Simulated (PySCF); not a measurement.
# CH3Br: electronic structure in real space, part 1 of 3

For CH3Br, the scripts below compute its lowest excited states, localise its valence orbitals and pull one bond apart with RHF, UHF and CASSCF.

Computed with PySCF 2.14.0. Level: levels as typed in each script, gas phase, geometry from GFN2-xTB.

**1. The system as given**

SMILES `CBr`, 5 atoms, charge 0, spin multiplicity 1.

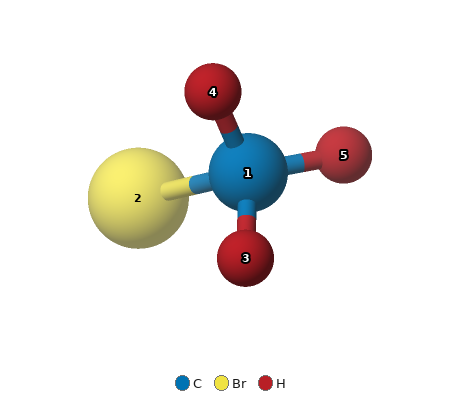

The structure; carbon blue, bromine yellow, hydrogen red; atoms are numbered from 1 in the order of the file.

Coordinates:

```
C     1.5183    0.0000    0.0000
Br   -0.4193    0.0000    0.0000
H     1.8548   -1.0114    0.2035
H     1.8548    0.6821    0.7740
H     1.8548    0.3294   -0.9776
```

**2. Excited states (LC-wPBE/aug-cc-pvdz)**

Contents of input.py:

```python
import numpy as np
from pyscf import gto, scf, dft, tdscf
from pyscf.scf import atom_ks, atom_hf
from scipy.linalg import block_diag

def solve(mol, dm0=None, hcore=None):
    mf = (dft.UKS if mol.spin else dft.RKS)(mol, xc='lc_wpbe')
    mf.grids.level = 3
    mf = mf.density_fit(auxbasis='def2-universal-jkfit')
    mf.conv_tol, mf.max_cycle = 1e-8, 80
    if hcore is not None:
        mf.get_hcore = lambda *args: hcore
    mf.kernel(dm0)
    if not mf.converged:
        mf = mf.newton().run(mf.mo_coeff, mf.mo_occ, max_cycle=30)
    assert mf.converged, 'SCF not converged'
    return mf

mol = gto.M(atom='''
C      1.51834    -0.00002     0.00002
Br    -0.41927     0.00000     0.00000
H      1.85478    -1.01138     0.20352
H      1.85480     0.68206     0.77398
H      1.85480     0.32944    -0.97761
''', basis='aug-cc-pvdz', charge=0, spin=0, verbose=4)
mf = solve(mol)
td = mf.TDA()
td.nstates, td.singlet, td.conv_tol = 5, True, 1e-5
td.kernel()
td.analyze()
x, y = np.array([p[0] for p in td.xy]), np.array([p[1] + 0 * p[0] for p in td.xy])
f, mu = td.oscillator_strength(), td.transition_dipole()
nto = [td.get_nto(state=i + 1, verbose=4) for i in range(len(td.e))]
# spherically averaged free atoms, for the promolecule
atm = atom_ks.get_atm_nrks(mol, xc='lc_wpbe')
pro = block_diag(*[(atm[a[0]][2] * atm[a[0]][3]) @ atm[a[0]][2].T for a in mol._atom])
np.savez('result.npz', e=td.e, f=f, ok=td.converged, w=[n[0] for n in nto], nto=[n[1] for n in nto], x=x, y=y, c=mf.mo_coeff, occ=mf.mo_occ, eps=mf.mo_energy, pro=pro, mu=mu)
```

Started as:

```
$ OMP_NUM_THREADS=1 python input.py
```

What it wrote:

```text
[ENV] PYSCF_TMPDIR <dir>
[ENV] PYSCF_MAX_MEMORY 1375
[INPUT] verbose = 4
[INPUT] num. atoms = 5
[INPUT] num. electrons = 44
[INPUT] charge = 0
[INPUT] spin (= nelec alpha-beta = 2S) = 0
[INPUT] symmetry False subgroup None
[INPUT] Mole.unit = angstrom
[INPUT] Symbol           X                Y                Z      unit          X                Y                Z       unit  Magmom
[INPUT]  1 C      1.518340000000  -0.000020000000   0.000020000000 AA    2.869246763972  -0.000037794522   0.000037794522 Bohr   0.0
[INPUT]  2 Br    -0.419270000000   0.000000000000   0.000000000000 AA   -0.792305472246   0.000000000000   0.000000000000 Bohr   0.0
[INPUT]  3 H      1.854780000000  -1.011380000000   0.203520000000 AA    3.505026221321  -1.911231207863   0.384597060871 Bohr   0.0
[INPUT]  4 H      1.854800000000   0.682060000000   0.773980000000 AA    3.505064015843   1.288906600521   1.462610225891 Bohr   0.0
[INPUT]  5 H      1.854800000000   0.329440000000  -0.977610000000 AA    3.505064015843   0.622551374477  -1.847415156636 Bohr   0.0

nuclear repulsion = 89.2702660989712
number of shells = 32
number of NR pGTOs = 154
number of NR cGTOs = 86
basis = aug-cc-pvdz
ecp = {}

******** <class 'pyscf.df.df_jk.DFRKS'> ********
method = DFRKS
initial guess = minao
damping factor = 0
level_shift factor = 0
DIIS = <class 'pyscf.scf.diis.CDIIS'>
diis_start_cycle = 1
diis_space = 8
diis_damp = 0
SCF conv_tol = 1e-08
SCF conv_tol_grad = None
SCF max_cycles = 80
direct_scf = False
XC library pyscf.dft.libxc version 7.0.0
    S. Lehtola, C. Steigemann, M. J.T. Oliveira, and M. A.L. Marques.,  SoftwareX 7, 1–5 (2018)
XC functionals = lc_wpbe
    O. A. Vydrov and G. E. Scuseria.,  J. Chem. Phys. 125, 234109 (2006)
radial grids:
    Treutler-Ahlrichs [JCP 102, 346 (1995); DOI:10.1063/1.469408] (M4) radial grids

becke partition: Becke, JCP 88, 2547 (1988); DOI:10.1063/1.454033
pruning grids: <function nwchem_prune at 0xfce66009b600>
grids dens level: 3
symmetrized grids: False
atomic radii adjust function: <function treutler_atomic_radii_adjust at 0xfce6600d0540>
small_rho_cutoff = 0
Set gradient conv threshold to 0.0001
Initial guess from minao.
tot grids = 63968
******** <class 'pyscf.df.df.DF'> ********
auxbasis = auxmol.basis = def2-universal-jkfit
init E= -2612.62015280399
  HOMO = -0.36801463253357  LUMO = -0.0160580324854238  gap/eV = 9.57723
cycle= 1 E= -2613.64419580926  delta_E= -1.02  |g|= 0.224  |ddm|=  2.5
  HOMO = -0.378255471810241  LUMO = 0.0218194761948611  gap/eV = 10.88659
cycle= 2 E= -2613.65458991621  delta_E= -0.0104  |g|= 0.184  |ddm|= 0.489
  HOMO = -0.391480357355538  LUMO = 0.0291714172611397  gap/eV = 11.44652
cycle= 3 E= -2613.66332531927  delta_E= -0.00874  |g|= 0.0152  |ddm|= 0.142
  HOMO = -0.395170273503365  LUMO = 0.0304636027436085  gap/eV = 11.58209
cycle= 4 E= -2613.66346335133  delta_E= -0.000138  |g|= 0.00471  |ddm|= 0.0298
  HOMO = -0.394591485274769  LUMO = 0.0305729261415815  gap/eV = 11.56931
cycle= 5 E= -2613.66347916705  delta_E= -1.58e-05  |g|= 0.00123  |ddm|= 0.0115
  HOMO = -0.394773286540679  LUMO = 0.0305931898957317  gap/eV = 11.57481
cycle= 6 E= -2613.66348034028  delta_E= -1.17e-06  |g|= 0.000331  |ddm|= 0.00341
  HOMO = -0.394793626413165  LUMO = 0.030601555202312  gap/eV = 11.57559
cycle= 7 E= -2613.663480425  delta_E= -8.47e-08  |g|= 5.77e-05  |ddm|= 0.000981
  HOMO = -0.394807997609701  LUMO = 0.0306027670671156  gap/eV = 11.57602
cycle= 8 E= -2613.66348042763  delta_E= -2.63e-09  |g|= 1.3e-05  |ddm|= 0.000222
  HOMO = -0.394802665644937  LUMO = 0.0306032189556862  gap/eV = 11.57588
Extra cycle  E= -2613.66348042767  delta_E= -4.41e-11  |g|= 5.77e-06  |ddm|= 3.03e-05
converged SCF energy = -2613.66348042767

******** <class 'pyscf.tdscf.rks.TDA'> for <class 'pyscf.df.df_jk.DFRKS'> ********
nstates = 5 singlet
deg_eia_thresh = 1.000e-03
wfnsym = None
conv_tol = 1e-05
eigh lindep = 1e-12
eigh level_shift = 0
eigh max_cycle = 100

Excitation energies (eV)
[6.46427771 6.46440491 7.66422073 7.6643591  8.77052426]

** Singlet excitation energies and oscillator strengths **
Excited State   1:      6.46428 eV    191.80 nm  f=0.0005
      22 -> 23       -0.30571
      22 -> 26        0.46921
      22 -> 27        0.34962
      22 -> 28        0.19457
      22 -> 33       -0.13626
Excited State   2:      6.46440 eV    191.80 nm  f=0.0005
      21 -> 23        0.30570
      21 -> 26       -0.46921
      21 -> 27       -0.34962
      21 -> 28       -0.19457
      21 -> 33        0.13626
Excited State   3:      7.66422 eV    161.77 nm  f=0.0481
      22 -> 23       -0.49612
      22 -> 26       -0.43058
      22 -> 27        0.16928
      22 -> 33        0.15404
Excited State   4:      7.66436 eV    161.77 nm  f=0.0482
      21 -> 23        0.49612
      21 -> 26        0.43058
      21 -> 27       -0.16929
      21 -> 33       -0.15403
Excited State   5:      8.77052 eV    141.36 nm  f=0.0014
      21 -> 24        0.35176
      21 -> 25        0.29168
      21 -> 32       -0.11441
      22 -> 24        0.29255
      22 -> 25       -0.35321
      22 -> 31        0.11479

** Transition electric dipole moments (AU) **
state          X           Y           Z        Dip. S.      Osc.
  1        -0.0000      0.0041     -0.0574      0.0033      0.0005
  2        -0.0000      0.0574      0.0041      0.0033      0.0005
  3         0.0000     -0.0402      0.5048      0.2564      0.0481
  4         0.0000     -0.5048     -0.0402      0.2565      0.0482
  5        -0.0011     -0.0130      0.0794      0.0065      0.0014

** Transition velocity dipole moments (imaginary part, AU) **
state          X           Y           Z        Dip. S.      Osc.
  1         0.0000      0.0073     -0.1026      0.0106      0.0297
  2        -0.0000      0.1025      0.0073      0.0106      0.0297
  3         0.0000     -0.0102      0.1284      0.0166      0.0392
  4         0.0000     -0.1284     -0.0102      0.0166      0.0393
  5        -0.0003     -0.0039      0.0240      0.0006      0.0012

** Transition magnetic dipole moments (imaginary part, AU) **
state          X           Y           Z
  1        -0.0000     -0.3810     -0.0272
  2         0.0000      0.0272     -0.3810
  3        -0.0000     -0.6925     -0.0551
  4         0.0000      0.0551     -0.6925
  5        -0.0001      0.2014      0.0330
State 1: 6.46428 eV  NTO largest component 0.9932143072060609
    occ-NTO: 0.999943 (MO #22)
    vir-NTO: -0.433661 (MO #23) + 0.665914 (MO #26) + 0.496271 (MO #27)
State 2: 6.4644 eV  NTO largest component 0.9932150640891934
    occ-NTO: 0.999943 (MO #21)
    vir-NTO: -0.433651 (MO #23) + 0.665920 (MO #26) + 0.496272 (MO #27)
State 3: 7.66422 eV  NTO largest component 0.9948124547814781
    occ-NTO: 0.999924 (MO #22)
    vir-NTO: 0.703734 (MO #23) + 0.610301 (MO #26)
State 4: 7.66436 eV  NTO largest component 0.9948139210609653
    occ-NTO: 0.999924 (MO #21)
    vir-NTO: 0.703730 (MO #23) + 0.610301 (MO #26)
State 5: 8.77052 eV  NTO largest component 0.502863725297379
    occ-NTO: 0.995713 (MO #22)
    vir-NTO: -0.518658 (MO #24) + 0.754015 (MO #25)
Spherically averaged atomic KS for {'H', 'C', 'Br'}

******** <class 'pyscf.scf.atom_ks.AtomSphAverageRKS'> ********
method = AtomSphAverageRKS
initial guess = vsap
damping factor = 0
level_shift factor = 0
diis_start_cycle = 1
diis_space = 12
SCF conv_tol = 1e-09
SCF conv_tol_grad = None
SCF max_cycles = 50
direct_scf = True
direct_scf_tol = 1e-13
XC library pyscf.dft.libxc version 7.0.0
    S. Lehtola, C. Steigemann, M. J.T. Oliveira, and M. A.L. Marques.,  SoftwareX 7, 1–5 (2018)
XC functionals = lc_wpbe
    O. A. Vydrov and G. E. Scuseria.,  J. Chem. Phys. 125, 234109 (2006)
radial grids:
    Treutler-Ahlrichs [JCP 102, 346 (1995); DOI:10.1063/1.469408] (M4) radial grids

becke partition: Becke, JCP 88, 2547 (1988); DOI:10.1063/1.454033
pruning grids: <function nwchem_prune at 0xfce66009b600>
grids dens level: 3
symmetrized grids: False
atomic radii adjust function: <function treutler_atomic_radii_adjust at 0xfce6600d0540>
User specified grid scheme (100, 434)
small_rho_cutoff = 0
Set gradient conv threshold to 3.16228e-05
tot grids = 24752
init E= 51.7889459020887
cycle= 1 E= 51.7336676771012  delta_E= -0.0553  |g|=    0  |ddm|= 0.544
cycle= 2 E= 51.7221675130064  delta_E= -0.0115  |g|=    0  |ddm|= 0.284
cycle= 3 E= 51.7191032538508  delta_E= -0.00306  |g|=    0  |ddm|= 0.134
cycle= 4 E= 51.7184202657567  delta_E= -0.000683  |g|=    0  |ddm|= 0.0671
cycle= 5 E= 51.7182580170069  delta_E= -0.000162  |g|=    0  |ddm|= 0.0316
cycle= 6 E= 51.7182209008093  delta_E= -3.71e-05  |g|=    0  |ddm|= 0.0154
cycle= 7 E= 51.718212269435  delta_E= -8.63e-06  |g|=    0  |ddm|= 0.00735
cycle= 8 E= 51.7182102788332  delta_E= -1.99e-06  |g|=    0  |ddm|= 0.00355
cycle= 9 E= 51.718209817955  delta_E= -4.61e-07  |g|=    0  |ddm|= 0.0017
cycle= 10 E= 51.7182097114515  delta_E= -1.07e-07  |g|=    0  |ddm|= 0.00082
cycle= 11 E= 51.7182096868175  delta_E= -2.46e-08  |g|=    0  |ddm|= 0.000394
cycle= 12 E= 51.7182096811221  delta_E= -5.7e-09  |g|=    0  |ddm|= 0.00019
cycle= 13 E= 51.7182096794481  delta_E= -1.67e-09  |g|=    0  |ddm|= 5.23e-05
cycle= 14 E= 51.7182096794845  delta_E= 3.65e-11  |g|=    0  |ddm|= 2.22e-05
Extra cycle  E= 51.7182096794265  delta_E= -5.8e-11  |g|=    0  |ddm|= 1.91e-05
Atomic HF for atom  C  converged. SCF energy = 51.7182096794265

******** <class 'pyscf.scf.atom_ks.AtomSphAverageRKS'> ********
method = AtomSphAverageRKS
initial guess = vsap
damping factor = 0
level_shift factor = 0
diis_start_cycle = 1
diis_space = 12
SCF conv_tol = 1e-09
SCF conv_tol_grad = None
SCF max_cycles = 50
direct_scf = True
direct_scf_tol = 1e-13
XC library pyscf.dft.libxc version 7.0.0
    S. Lehtola, C. Steigemann, M. J.T. Oliveira, and M. A.L. Marques.,  SoftwareX 7, 1–5 (2018)
XC functionals = lc_wpbe
    O. A. Vydrov and G. E. Scuseria.,  J. Chem. Phys. 125, 234109 (2006)
radial grids:
    Treutler-Ahlrichs [JCP 102, 346 (1995); DOI:10.1063/1.469408] (M4) radial grids

becke partition: Becke, JCP 88, 2547 (1988); DOI:10.1063/1.454033
pruning grids: <function nwchem_prune at 0xfce66009b600>
grids dens level: 3
symmetrized grids: False
atomic radii adjust function: <function treutler_atomic_radii_adjust at 0xfce6600d0540>
User specified grid scheme (100, 434)
small_rho_cutoff = 0
Set gradient conv threshold to 3.16228e-05
tot grids = 22928
init E= -2484.32302081397
cycle= 1 E= -2484.32754243113  delta_E= -0.00452  |g|=    0  |ddm|= 0.144
cycle= 2 E= -2484.32802663142  delta_E= -0.000484  |g|=    0  |ddm|= 0.0764
cycle= 3 E= -2484.32809698966  delta_E= -7.04e-05  |g|=    0  |ddm|= 0.0234
cycle= 4 E= -2484.32810780536  delta_E= -1.08e-05  |g|=    0  |ddm|= 0.0108
cycle= 5 E= -2484.32810950013  delta_E= -1.69e-06  |g|=    0  |ddm|= 0.00392
cycle= 6 E= -2484.32810976741  delta_E= -2.67e-07  |g|=    0  |ddm|= 0.00165
cycle= 7 E= -2484.32810980967  delta_E= -4.23e-08  |g|=    0  |ddm|= 0.000633
cycle= 8 E= -2484.32810981636  delta_E= -6.68e-09  |g|=    0  |ddm|= 0.000257
cycle= 9 E= -2484.32810981741  delta_E= -1.06e-09  |g|=    0  |ddm|= 0.000101
cycle= 10 E= -2484.3281098176  delta_E= -1.86e-10  |g|=    0  |ddm|= 2.2e-05
Extra cycle  E= -2484.32810981761  delta_E= -1.05e-11  |g|=    0  |ddm|= 9.86e-06
Atomic HF for atom  Br  converged. SCF energy = -2484.32810981761

******** <class 'pyscf.scf.atom_ks.AtomSphAverageRKS'> ********
method = AtomSphAverageRKS
initial guess = vsap
damping factor = 0
level_shift factor = 0
diis_start_cycle = 1
diis_space = 12
SCF conv_tol = 1e-09
SCF conv_tol_grad = None
SCF max_cycles = 50
direct_scf = True
direct_scf_tol = 1e-13
XC library pyscf.dft.libxc version 7.0.0
    S. Lehtola, C. Steigemann, M. J.T. Oliveira, and M. A.L. Marques.,  SoftwareX 7, 1–5 (2018)
XC functionals = lc_wpbe
    O. A. Vydrov and G. E. Scuseria.,  J. Chem. Phys. 125, 234109 (2006)
radial grids:
    Treutler-Ahlrichs [JCP 102, 346 (1995); DOI:10.1063/1.469408] (M4) radial grids

becke partition: Becke, JCP 88, 2547 (1988); DOI:10.1063/1.454033
pruning grids: <function nwchem_prune at 0xfce66009b600>
grids dens level: 3
symmetrized grids: False
atomic radii adjust function: <function treutler_atomic_radii_adjust at 0xfce6600d0540>
User specified grid scheme (100, 434)
small_rho_cutoff = 0
Set gradient conv threshold to 3.16228e-05
tot grids = 26240
init E= 88.8957637479837
cycle= 1 E= 88.8814745645451  delta_E= -0.0143  |g|=    0  |ddm|= 0.213
cycle= 2 E= 88.8813087753682  delta_E= -0.000166  |g|=    0  |ddm|= 0.031
cycle= 3 E= 88.8813038545621  delta_E= -4.92e-06  |g|=    0  |ddm|= 0.00636
cycle= 4 E= 88.8813036389578  delta_E= -2.16e-07  |g|=    0  |ddm|= 0.00138
cycle= 5 E= 88.8813036289474  delta_E= -1e-08  |g|=    0  |ddm|= 0.000301
cycle= 6 E= 88.8813036284791  delta_E= -4.68e-10  |g|=    0  |ddm|= 6.52e-05
Extra cycle  E= 88.8813036284572  delta_E= -2.19e-11  |g|=    0  |ddm|= 1.41e-05
Atomic HF for atom  H  converged. SCF energy = 88.8813036284572
```

Run time: 68 s. Hardware: 1 thread of Arm Neoverse V1, shared host; peak memory 0.45 GiB.

The free atoms at the end serve only for the promolecule density; their printed energies are not used.

**3. What the saved matrices give**

TDA singlet states:

| state | energy (eV) | f | leading pair's weight |
| --- | --- | --- | --- |
| S1 | 6.46 | 0.001 | 0.99 |
| S2 | 6.46 | 0.001 | 0.99 |
| S3 | 7.66 | 0.048 | 0.99 |
| S4 | 7.66 | 0.048 | 0.99 |
| S5 | 8.77 | 0.001 | 0.50 |

(Continued in part 2 of 3.)
